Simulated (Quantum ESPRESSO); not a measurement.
# Collinear magnetic orders of MnGePd with Quantum ESPRESSO, part 2 of 2

Does MnGePd prefer parallel or opposed moments?

Quantum ESPRESSO 7.5; PBEsol; plane waves with GBRV 1.5 PBEsol potentials, no spin-orbit coupling.

So far, absolute magnetization (μB): step 2 (start 1: ferro +++) 11.6.

## 3. Start 2: ferri ++−

Contents of pw.in:

```
&CONTROL
  calculation = 'scf'
  prefix = 'pwscf'
  outdir = './tmp'
  pseudo_dir = './pseudo'
  disk_io = 'nowf'
/
&SYSTEM
  ibrav = 0
  celldm(1) = 8
  nat = 9
  ntyp = 4
  ecutwfc = 40
  ecutrho = 280
  nbnd = 85
  occupations = 'smearing'
  smearing = 'fd'
  degauss = 0.00734986
  nspin = 2
  starting_magnetization(1) = 0.2333
  starting_magnetization(2) = -0.2333
  starting_magnetization(3) = 0
  starting_magnetization(4) = 0
/
&ELECTRONS
  conv_thr = 1.8d-08
  electron_maxstep = 150
  mixing_beta = 0.3
/
ATOMIC_SPECIES
Mn1    54.9380 mn_pbesol_v1.5.uspp.F.UPF
Mn2    54.9380 mn_pbesol_v1.5.uspp.F.UPF
Ge     72.6300 ge_pbesol_v1.4.uspp.F.UPF
Pd    106.4200 pd_pbesol_v1.4.uspp.F.UPF
CELL_PARAMETERS alat
   1.5682364676738    0.0000000000000    0.0000000000000
  -0.7841182338369    1.3581326201408    0.0000000000000
   0.0000000000000    0.0000000000000    0.8449437934733
ATOMIC_POSITIONS crystal
Mn1     0.5914500000    0.0000000000    0.5000000000
Mn1     0.4085500000    0.4085500000    0.5000000000
Mn2     0.0000000000    0.5914500000    0.5000000000
Ge      0.3333333333    0.6666666667    0.0000000000
Ge      0.6666666667    0.3333333333    0.0000000000
Ge      0.0000000000    0.0000000000    0.5000000000
Pd      0.2589500000    0.0000000000    0.0000000000
Pd      0.7410500000    0.7410500000    0.0000000000
Pd      0.0000000000    0.2589500000    0.0000000000
K_POINTS automatic
8 8 8 0 0 0
```

Command:

```console
$ OMP_NUM_THREADS=1 mpirun -n 4 pw.x -nk 4 -in pw.in > pw.out
```

Output:

```text
[banner, memory and clock lines left out]
Program PWSCF v.7.5 starts

     Message from routine setup:
     using ibrav=0 with symmetry is DISCOURAGED, use correct ibrav instead

     bravais-lattice index     =            0
     lattice parameter (alat)  =       8.0000  a.u.
     unit-cell volume          =     921.4070 (a.u.)^3
     number of atoms/cell      =            9
     number of atomic types    =            4
     number of electrons       =       135.00
     number of Kohn-Sham states=           85
     kinetic-energy cutoff     =      40.0000  Ry
     charge density cutoff     =     280.0000  Ry
     scf convergence threshold =      1.8E-08
     mixing beta               =       0.3000
     number of iterations used =            8  plain     mixing
     Exchange-correlation= SLA  PW   PSX  PSC
                           (   1   4  10   8   0   0   0)

     celldm(1)=   8.000000  celldm(2)=   0.000000  celldm(3)=   0.000000
     celldm(4)=   0.000000  celldm(5)=   0.000000  celldm(6)=   0.000000

     crystal axes: (cart. coord. in units of alat)
               a(1) = (   1.568236   0.000000   0.000000 )
               a(2) = (  -0.784118   1.358133   0.000000 )
               a(3) = (   0.000000   0.000000   0.844944 )

     reciprocal axes: (cart. coord. in units 2 pi/alat)
               b(1) = (  0.637659  0.368153 -0.000000 )
               b(2) = (  0.000000  0.736305  0.000000 )
               b(3) = (  0.000000 -0.000000  1.183511 )

     PseudoPot. # 1 for Mn read from file:
     mn_pbesol_v1.5.uspp.F.UPF
     Pseudo is Ultrasoft + core correction, Zval = 15.0

     PseudoPot. # 2 for Mn read from file:
     mn_pbesol_v1.5.uspp.F.UPF
     Pseudo is Ultrasoft + core correction, Zval = 15.0

     PseudoPot. # 3 for Ge read from file:
     ge_pbesol_v1.4.uspp.F.UPF
     Pseudo is Ultrasoft + core correction, Zval = 14.0

     PseudoPot. # 4 for Pd read from file:
     pd_pbesol_v1.4.uspp.F.UPF
     Pseudo is Ultrasoft + core correction, Zval = 16.0

     atomic species   valence    mass     pseudopotential
     Mn1              15.00    54.93800     Mn( 1.00)
     Mn2              15.00    54.93800     Mn( 1.00)
     Ge               14.00    72.63000     Ge( 1.00)
     Pd               16.00   106.42000     Pd( 1.00)

     Starting magnetic structure
     atomic species   magnetization
     Mn1             0.233
     Mn2            -0.233
     Ge              0.000
     Pd              0.000

      4 Sym. Ops. (no inversion) found

   Cartesian axes

     site n.     atom                  positions (alat units)
         1        Mn1    tau(   1) = (   0.9275335   0.0000000   0.4224719  )
         2        Mn1    tau(   2) = (   0.3203515   0.5548651   0.4224719  )
         3        Mn2    tau(   3) = (  -0.4637667   0.8032675   0.4224719  )
         4        Ge     tau(   4) = (  -0.0000000   0.9054217   0.0000000  )
         5        Ge     tau(   5) = (   0.7841182   0.4527109   0.0000000  )
         6        Ge     tau(   6) = (   0.0000000   0.0000000   0.4224719  )
         7        Pd     tau(   7) = (   0.4060948   0.0000000   0.0000000  )
         8        Pd     tau(   8) = (   0.5810708   1.0064442   0.0000000  )
         9        Pd     tau(   9) = (  -0.2030474   0.3516884   0.0000000  )

     number of k points=   105  Fermi-Dirac smearing, width (Ry)=  0.0073

     Number of k-points >= 100: set verbosity='high' to print them.

     Dense  grid:    72757 G-vectors     FFT dimensions: (  72,  72,  40)

     Smooth grid:    31509 G-vectors     FFT dimensions: (  54,  54,  27)

     Check: negative core charge=   -0.000025
     Generating pointlists ...
     new r_m :   0.2622 (alat units)  2.0975 (a.u.) for type    1
     new r_m :   0.2622 (alat units)  2.0975 (a.u.) for type    2
     new r_m :   0.2417 (alat units)  1.9338 (a.u.) for type    3
     new r_m :   0.2417 (alat units)  1.9338 (a.u.) for type    4

     Initial potential from superposition of free atoms

     starting charge     131.9973, renormalised to     135.0000

     negative rho (up, down):  1.140E-01 1.141E-01
     Starting wfcs are  102 randomized atomic wfcs

     Self-consistent Calculation

     iteration #  1     ecut=    40.00 Ry     beta= 0.30
     Davidson diagonalization with overlap
     ethr =  1.00E-02,  avg # of iterations =  2.1

     negative rho (up, down):  1.128E-01 1.128E-01

     total energy              =   -1864.98567547 Ry
     estimated scf accuracy    <      12.72169253 Ry

     total magnetization       =     3.14 Bohr mag/cell
     absolute magnetization    =     9.05 Bohr mag/cell

     iteration #  2     ecut=    40.00 Ry     beta= 0.30
     Davidson diagonalization with overlap
     ethr =  9.42E-03,  avg # of iterations =  2.1

     negative rho (up, down):  1.146E-01 1.146E-01

     total energy              =   -1866.97777791 Ry
     estimated scf accuracy    <      18.67412235 Ry

     total magnetization       =     2.85 Bohr mag/cell
     absolute magnetization    =     7.07 Bohr mag/cell

     [... further iterations left out ...]

     iteration # 17     ecut=    40.00 Ry     beta= 0.30
     Davidson diagonalization with overlap
     ethr =  5.53E-11,  avg # of iterations =  2.1

     negative rho (up, down):  1.176E-01 1.179E-01

     total energy              =   -1868.87793353 Ry
     estimated scf accuracy    <       0.00000004 Ry

     total magnetization       =     2.98 Bohr mag/cell
     absolute magnetization    =    11.43 Bohr mag/cell

     iteration # 18     ecut=    40.00 Ry     beta= 0.30
     Davidson diagonalization with overlap
     ethr =  3.04E-11,  avg # of iterations =  2.0

     negative rho (up, down):  1.176E-01 1.179E-01

     Magnetic moment per site  (integrated on atomic sphere of radius R)
     atom   1 (R=0.262)  charge= 13.4775  magn=  3.3843
     atom   2 (R=0.262)  charge= 13.4775  magn=  3.3843
     atom   3 (R=0.262)  charge= 13.4666  magn= -3.5718
     atom   4 (R=0.242)  charge= 11.9206  magn= -0.0508
     atom   5 (R=0.242)  charge= 11.9206  magn= -0.0508
     atom   6 (R=0.242)  charge= 11.9639  magn= -0.0308
     atom   7 (R=0.242)  charge= 13.7713  magn= -0.0252
     atom   8 (R=0.242)  charge= 13.7713  magn= -0.0252
     atom   9 (R=0.242)  charge= 13.7708  magn=  0.0112

     End of self-consistent calculation

     Number of k-points >= 100: set verbosity='high' to print the bands.

     the Fermi energy is    15.7002 ev

!    total energy              =   -1868.87793355 Ry
     estimated scf accuracy    <          7.2E-09 Ry
     smearing contrib. (-TS)   =      -0.01613239 Ry
     internal energy E=F+TS    =   -1868.86180116 Ry

     The total energy is F=E-TS. E is the sum of the following terms:
     one-electron contribution =    -776.28801120 Ry
     hartree contribution      =     493.36323341 Ry
     xc contribution           =    -345.91326950 Ry
     ewald contribution        =   -1240.02375387 Ry

     total magnetization       =     2.98 Bohr mag/cell
     absolute magnetization    =    11.43 Bohr mag/cell

     convergence has been achieved in  18 iterations
```

Wall time 10 min (4 MPI ranks of Arm Neoverse V2, shared host); peak memory 1.7 GiB; 41 min of CPU time.

Spin moment in the atom's sphere by atom:

| atom | spin moment in the atom's sphere (μB) |
| --- | --- |
| Mn1 | 3.38 |
| Mn2 | 3.38 |
| Mn3 | -3.57 |
| Ge4 | -0.05 |
| Ge5 | -0.05 |
| Ge6 | -0.03 |
| Pd7 | -0.03 |
| Pd8 | -0.03 |
| Pd9 | 0.01 |

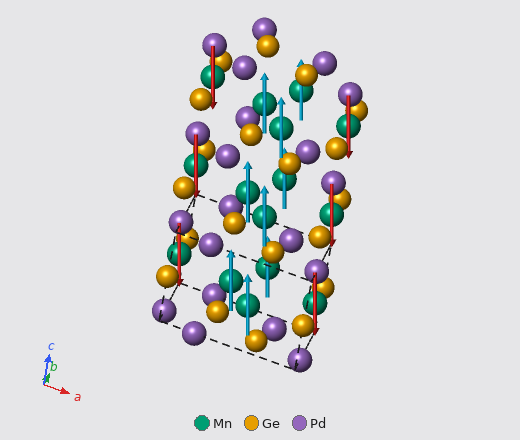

Spin moment in the atom's sphere as arrows, the longest 3.57 μB. Up and down stand for the sign. Arrows give size and sign along the axis of quantisation, drawn up and down the page. The two directions have two colours. 1×1×3 cells are drawn. Some periodic images of atoms are drawn too.

Numbers from this step:

| Item | Value |
| --- | --- |
| smearing term TS | 0.2195 eV |
| magnetization | 2.978 μB |
| absolute magnetization | 11.43 μB |
| final state | ferrimagnetic |

## 4. Ranking

An order is kept where moments of 0.15 μB or more survive with the typed signs; meshes match where a doubled cell samples the same k points as the first cell.

Ferrimagnetic means that a moment over 0.15 μB on a transition or rare-earth metal, induced ones included, opposes the net moment. Orders:

| start | final state | typed order kept | energy over the lowest (meV a seeded atom) | largest site moment (μB) | net moment (μB a cell of the first run) | mesh matched | CPU time (s) |
| --- | --- | --- | --- | --- | --- | --- | --- |
| ferro +++ | ferromagnetic | yes | 0 | 3.436 | 9.964 | yes | 964 |
| ferri ++- | ferrimagnetic | yes | 156.6 | 3.572 | 2.978 | yes | 2487 |

## 5. Results

* lowest state found: ferromagnetic (from ferro +++)
* largest site moment: 3.44 μB
* next state with moments: ferrimagnetic, 157 meV a seeded atom higher

**Reading.** This is the lowest of 2 collinear or spinless starts, no proof of the ground state. Energies are free energies at an electronic temperature of 1160 K, which lowers moments and differences where the moments are itinerant.

[Logs and program files are shortened in this print: banners, set-up blocks, solver, clock and traceback lines can be left out without a mark of their own.]

[Logs are printed without paths, hosts, clocks, repeated set-up lines and the standing remarks that a program may print on its own settings, such as how far it seeks lower states.]

[Hosts, paths, dates, database ids (printed as entryN), source tags and the programs' standing remarks are cut or masked in the printed files.]

[Where a cell is said to come from a database of computed structures, the database is the Materials Project.]
